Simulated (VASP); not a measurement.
Band structure of MoSe$_{2}$ (2H layered). These are PBE GGA with D4 dispersion, VASP's PBE PAW potentials (set 64) (plane waves; VASP) values and carry that method's errors.

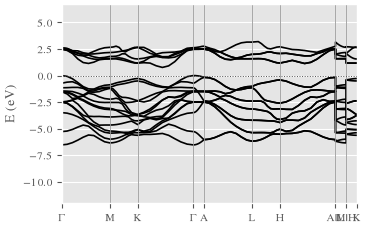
*Bands along high-symmetry lines, zero at the valence-band maximum or, without a gap, the Fermi level*

Read the plot: is there a gap, and where are the band edges?

The gap is indirect, 0.77 eV, from the valence maximum at Γ to the conduction minimum at K-Γ at 0.44. (Edges off the drawn lines would not show.)

Measured: gap 1.09 eV (computed value off by -0.32 eV), as given by Li et al., (2013), arXiv:1302.0733.

The compound is MoSe2 in the 2H layered structure. It was relaxed first.
